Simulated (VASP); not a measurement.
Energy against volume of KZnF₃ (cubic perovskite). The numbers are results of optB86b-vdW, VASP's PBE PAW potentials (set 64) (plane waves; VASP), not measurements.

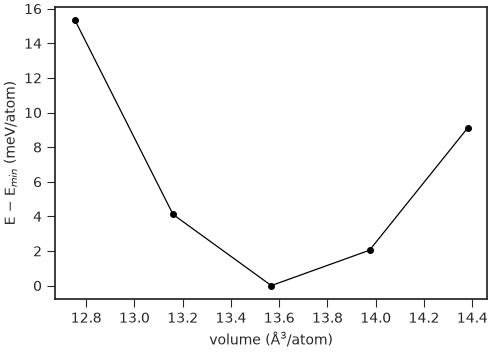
Energy against volume

**Question.** Estimate the equilibrium volume and the bulk modulus.

**Answer.** The minimum lies near 13.6 Å³/atom, and the curvature gives B0 of about 78 GPa.

The compound is KZnF3 in the cubic perovskite structure. It was relaxed first.
